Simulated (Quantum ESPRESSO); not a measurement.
# MnB: which magnetic order is lowest, part 2 of 2

A self-consistent run ends on one state, which hangs on the start. Several orders of MnB are started in Quantum ESPRESSO and their energies compared.

Quantum ESPRESSO 7.5; PBEsol; plane waves with GBRV 1.5 PBEsol potentials, no spin-orbit coupling.

So far, absolute magnetization (μB): step 2 (run 1, typed as ferro ++++) 8.35.

## (3) Start 2: antiferro +−−+

The input, pw.in:

```
&CONTROL
  calculation = 'scf'
  prefix = 'pwscf'
  outdir = './tmp'
  pseudo_dir = './pseudo'
  disk_io = 'nowf'
/
&SYSTEM
  ibrav = 0
  celldm(1) = 8
  nat = 8
  ntyp = 3
  ecutwfc = 40
  ecutrho = 280
  nbnd = 48
  occupations = 'smearing'
  smearing = 'fd'
  degauss = 0.00734986
  nspin = 2
  starting_magnetization(1) = 0.2333
  starting_magnetization(2) = -0.2333
  starting_magnetization(3) = 0
/
&ELECTRONS
  conv_thr = 1.6d-08
  electron_maxstep = 150
  mixing_beta = 0.3
/
ATOMIC_SPECIES
Mn1    54.9380 mn_pbesol_v1.5.uspp.F.UPF
Mn2    54.9380 mn_pbesol_v1.5.uspp.F.UPF
B      10.8100 b_pbesol_v1.4.uspp.F.UPF
CELL_PARAMETERS alat
   1.3141112951810    0.0000000000000    0.0000000000000
   0.0000000000000    0.7031789017615    0.0000000000000
   0.0000000000000    0.0000000000000    0.9796441802839
ATOMIC_POSITIONS crystal
Mn1     0.1758800000    0.2500000000    0.1208300000
Mn2     0.3241200000    0.7500000000    0.6208300000
Mn2     0.6758800000    0.2500000000    0.3791700000
Mn1     0.8241200000    0.7500000000    0.8791700000
B       0.0341000000    0.2500000000    0.6128000000
B       0.4659000000    0.7500000000    0.1128000000
B       0.5341000000    0.2500000000    0.8872000000
B       0.9659000000    0.7500000000    0.3872000000
K_POINTS automatic
8 8 8 0 0 0
```

On the command line:

```sh
$ OMP_NUM_THREADS=1 mpirun -n 4 pw.x -nk 4 -in pw.in > pw.out
```

The program printed:

```text
[banner, memory and clock lines left out]
Program PWSCF v.7.5 starts

     Message from routine setup:
     using ibrav=0 with symmetry is DISCOURAGED, use correct ibrav instead

     bravais-lattice index     =            0
     lattice parameter (alat)  =       8.0000  a.u.
     unit-cell volume          =     463.4857 (a.u.)^3
     number of atoms/cell      =            8
     number of atomic types    =            3
     number of electrons       =        72.00
     number of Kohn-Sham states=           48
     kinetic-energy cutoff     =      40.0000  Ry
     charge density cutoff     =     280.0000  Ry
     scf convergence threshold =      1.6E-08
     mixing beta               =       0.3000
     number of iterations used =            8  plain     mixing
     Exchange-correlation= SLA  PW   PSX  PSC
                           (   1   4  10   8   0   0   0)

     celldm(1)=   8.000000  celldm(2)=   0.000000  celldm(3)=   0.000000
     celldm(4)=   0.000000  celldm(5)=   0.000000  celldm(6)=   0.000000

     crystal axes: (cart. coord. in units of alat)
               a(1) = (   1.314111   0.000000   0.000000 )
               a(2) = (   0.000000   0.703179   0.000000 )
               a(3) = (   0.000000   0.000000   0.979644 )

     reciprocal axes: (cart. coord. in units 2 pi/alat)
               b(1) = (  0.760971  0.000000  0.000000 )
               b(2) = (  0.000000  1.422113  0.000000 )
               b(3) = (  0.000000  0.000000  1.020779 )

     PseudoPot. # 1 for Mn read from file:
     mn_pbesol_v1.5.uspp.F.UPF
     Pseudo is Ultrasoft + core correction, Zval = 15.0

     PseudoPot. # 2 for Mn read from file:
     mn_pbesol_v1.5.uspp.F.UPF
     Pseudo is Ultrasoft + core correction, Zval = 15.0

     PseudoPot. # 3 for B  read from file:
     b_pbesol_v1.4.uspp.F.UPF
     Pseudo is Ultrasoft + core correction, Zval =  3.0

     atomic species   valence    mass     pseudopotential
     Mn1              15.00    54.93800     Mn( 1.00)
     Mn2              15.00    54.93800     Mn( 1.00)
     B                 3.00    10.81000     B ( 1.00)

     Starting magnetic structure
     atomic species   magnetization
     Mn1             0.233
     Mn2            -0.233
     B               0.000

      4 Sym. Ops., with inversion, found ( 2 have fractional translation)

   Cartesian axes

     site n.     atom                  positions (alat units)
         1        Mn1    tau(   1) = (   0.2311259   0.1757947   0.1183704  )
         2        Mn2    tau(   2) = (   0.4259298   0.5273842   0.6081925  )
         3        Mn2    tau(   3) = (   0.8881815   0.1757947   0.3714517  )
         4        Mn1    tau(   4) = (   1.0829854   0.5273842   0.8612738  )
         5        B      tau(   5) = (   0.0448112   0.1757947   0.6003260  )
         6        B      tau(   6) = (   0.6122445   0.5273842   0.1105039  )
         7        B      tau(   7) = (   0.7018668   0.1757947   0.8691403  )
         8        B      tau(   8) = (   1.2693001   0.5273842   0.3793182  )

     number of k points=   170  Fermi-Dirac smearing, width (Ry)=  0.0073

     Number of k-points >= 100: set verbosity='high' to print them.

     Dense  grid:    36567 G-vectors     FFT dimensions: (  60,  30,  45)

     Smooth grid:    15855 G-vectors     FFT dimensions: (  45,  24,  32)

     Check: negative core charge=   -0.000056
     Generating pointlists ...
     new r_m :   0.2131 (alat units)  1.7052 (a.u.) for type    1
     new r_m :   0.2131 (alat units)  1.7052 (a.u.) for type    2
     new r_m :   0.1752 (alat units)  1.4020 (a.u.) for type    3

     Initial potential from superposition of free atoms

     starting charge      69.9985, renormalised to      72.0000
     Starting wfcs are   68 randomized atomic wfcs

     Self-consistent Calculation

     iteration #  1     ecut=    40.00 Ry     beta= 0.30
     Davidson diagonalization with overlap
     ethr =  1.00E-02,  avg # of iterations =  2.0

     total energy              =    -867.37252907 Ry
     estimated scf accuracy    <      10.04601987 Ry

     total magnetization       =    -0.00 Bohr mag/cell
     absolute magnetization    =     7.57 Bohr mag/cell

     iteration #  2     ecut=    40.00 Ry     beta= 0.30
     Davidson diagonalization with overlap
     ethr =  1.00E-02,  avg # of iterations =  3.3

     total energy              =    -869.60803885 Ry
     estimated scf accuracy    <       2.02522358 Ry

     total magnetization       =    -0.00 Bohr mag/cell
     absolute magnetization    =     9.31 Bohr mag/cell

     [... further iterations left out ...]

     iteration # 16     ecut=    40.00 Ry     beta= 0.30
     Davidson diagonalization with overlap
     ethr =  2.58E-10,  avg # of iterations =  2.0

     total energy              =    -870.00715356 Ry
     estimated scf accuracy    <       0.00000083 Ry

     total magnetization       =    -0.00 Bohr mag/cell
     absolute magnetization    =     5.65 Bohr mag/cell

     iteration # 17     ecut=    40.00 Ry     beta= 0.30
     Davidson diagonalization with overlap
     ethr =  2.58E-10,  avg # of iterations =  2.8

     Magnetic moment per site  (integrated on atomic sphere of radius R)
     atom   1 (R=0.213)  charge= 12.6554  magn=  1.2661
     atom   2 (R=0.213)  charge= 12.6558  magn= -1.2662
     atom   3 (R=0.213)  charge= 12.6558  magn= -1.2662
     atom   4 (R=0.213)  charge= 12.6554  magn=  1.2661
     atom   5 (R=0.175)  charge=  1.4269  magn= -0.0063
     atom   6 (R=0.175)  charge=  1.4285  magn=  0.0063
     atom   7 (R=0.175)  charge=  1.4285  magn=  0.0063
     atom   8 (R=0.175)  charge=  1.4269  magn= -0.0063

     End of self-consistent calculation

     Number of k-points >= 100: set verbosity='high' to print the bands.

     the Fermi energy is    16.9451 ev

!    total energy              =    -870.00715374 Ry
     estimated scf accuracy    <          7.5E-09 Ry
     smearing contrib. (-TS)   =      -0.01953328 Ry
     internal energy E=F+TS    =    -869.98762046 Ry

     The total energy is F=E-TS. E is the sum of the following terms:
     one-electron contribution =    -374.96739645 Ry
     hartree contribution      =     228.31414744 Ry
     xc contribution           =    -117.08060941 Ry
     ewald contribution        =    -606.25376204 Ry

     total magnetization       =    -0.00 Bohr mag/cell
     absolute magnetization    =     5.65 Bohr mag/cell

     convergence has been achieved in  17 iterations
```

Elapsed: 2.3 min, on 4 MPI ranks of Intel Xeon Platinum 8559C (Emerald Rapids), shared host; peak memory 0.91 GiB; 9.1 min of CPU time.

Spin moment in the atom's sphere by atom:

| atom | spin moment in the atom's sphere (μB) |
| --- | --- |
| Mn1 | 1.27 |
| Mn2 | -1.27 |
| Mn3 | -1.27 |
| Mn4 | 1.27 |
| B5 | -0.01 |
| B6 | 0.01 |
| B7 | 0.01 |
| B8 | -0.01 |

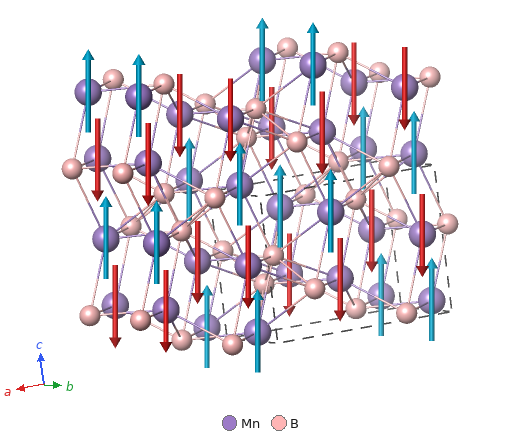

Spin moment in the atom's sphere as arrows, the longest 1.27 μB. Up and down stand for the sign. Arrows give size and sign along the axis of quantisation, drawn up and down the page. The two directions have two colours. 2×2×2 cells are drawn.

Read from the output:

```yaml
smearing_term_ts: 0.2658 eV
magnetization: 0 μB
absolute_magnetization: 5.652 μB
final_state: antiferromagnetic
```

## (4) Run 3, typed as antiferro +−+−

Changes to pw.in since step 3:

```diff
@@ -39,4 +39,4 @@
 Mn2     0.3241200000    0.7500000000    0.6208300000
-Mn2     0.6758800000    0.2500000000    0.3791700000
-Mn1     0.8241200000    0.7500000000    0.8791700000
+Mn1     0.6758800000    0.2500000000    0.3791700000
+Mn2     0.8241200000    0.7500000000    0.8791700000
 B       0.0341000000    0.2500000000    0.6128000000
```

The program printed:

```text
     [... lines left out ...]
Program PWSCF v.7.5 starts
     [... lines left out ...]
     number of atoms/cell      =            8
     [... lines left out ...]
     number of electrons       =        72.00
     number of Kohn-Sham states=           48
     kinetic-energy cutoff     =      40.0000  Ry
     charge density cutoff     =     280.0000  Ry
     scf convergence threshold =      1.6E-08
     [... lines left out ...]
      4 Sym. Ops. (no inversion) found ( 3 have fractional translation)
     [... lines left out ...]
     number of k points=   125  Fermi-Dirac smearing, width (Ry)=  0.0073
     [... lines left out ...]
     iteration # 17     ecut=    40.00 Ry     beta= 0.30
     [... lines left out ...]
     Magnetic moment per site  (integrated on atomic sphere of radius R)
     atom   1 (R=0.213)  charge= 12.6555  magn=  1.4273
     atom   2 (R=0.213)  charge= 12.6556  magn= -1.4283
     atom   3 (R=0.213)  charge= 12.6555  magn=  1.4273
     atom   4 (R=0.213)  charge= 12.6556  magn= -1.4283
     atom   5 (R=0.175)  charge=  1.4295  magn=  0.0100
     atom   6 (R=0.175)  charge=  1.4295  magn= -0.0099
     atom   7 (R=0.175)  charge=  1.4295  magn=  0.0100
     atom   8 (R=0.175)  charge=  1.4295  magn= -0.0099
     [... lines left out ...]
     the Fermi energy is    16.9245 ev
!    total energy              =    -870.00576704 Ry
     estimated scf accuracy    <          6.0E-09 Ry
     smearing contrib. (-TS)   =      -0.02028586 Ry
     [... lines left out ...]
     total magnetization       =    -0.00 Bohr mag/cell
     absolute magnetization    =     6.43 Bohr mag/cell
     convergence has been achieved in  17 iterations
```

Elapsed: 1.8 min, on 4 MPI ranks; peak memory 0.78 GiB; 7.3 min of CPU time.

Spin moment in the atom's sphere by atom:

| atom | spin moment in the atom's sphere (μB) |
| --- | --- |
| Mn1 | 1.43 |
| Mn2 | -1.43 |
| Mn3 | 1.43 |
| Mn4 | -1.43 |
| B5 | 0.01 |
| B6 | -0.01 |
| B7 | 0.01 |
| B8 | -0.01 |

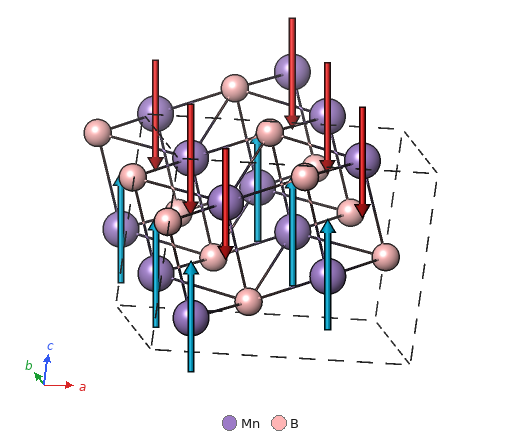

Spin moment in the atom's sphere as arrows, the longest 1.43 μB. Up and down stand for the sign. Arrows give size and sign along the axis of quantisation, drawn up and down the page. The two directions have two colours. 1×3×1 cells are drawn.

Numbers from this step:

```yaml
smearing_term_ts: 0.2760 eV
magnetization: 0 μB
absolute_magnetization: 6.433 μB
final_state: antiferromagnetic
```

## (5) Energies of the orders

An order is kept where moments of 0.15 μB or more survive with the typed signs; meshes match where a doubled cell samples the same k points as the first cell.

Orders:

| start | final state | typed order kept | energy over the lowest (meV a seeded atom) | largest site moment (μB) | net moment (μB a cell of the first run) | mesh matched | CPU time (s) |
| --- | --- | --- | --- | --- | --- | --- | --- |
| ferro ++++ | ferromagnetic | yes | 0 | 1.85 | 7.482 | yes | 347.5 |
| antiferro +--+ | antiferromagnetic | yes | 164.7 | 1.266 | 0 | yes | 548.1 |
| antiferro +-+- | antiferromagnetic | yes | 169.4 | 1.428 | 0.00192 | yes | 436.7 |

## (6) Results

* lowest state found: ferromagnetic (from ferro ++++)
* largest site moment: 1.85 μB
* next state with moments: antiferromagnetic, 165 meV a seeded atom higher

In words: Only these 3 starts were compared; other wavevectors, canted and longer-period orders were not. Energies are free energies at an electronic temperature of 1160 K, which lowers moments and differences where the moments are itinerant.

[Logs and program files are shortened in this print: banners, set-up blocks, solver, clock and traceback lines can be left out without a mark of their own.]

[Logs are printed without paths, hosts, clocks, repeated set-up lines and the standing remarks that a program may print on its own settings, such as how far it seeks lower states.]

[Hosts, paths, dates, database ids (printed as entryN), source tags and the programs' standing remarks are cut or masked in the printed files.]

[Where a cell is said to come from a database of computed structures, the database is the Materials Project.]
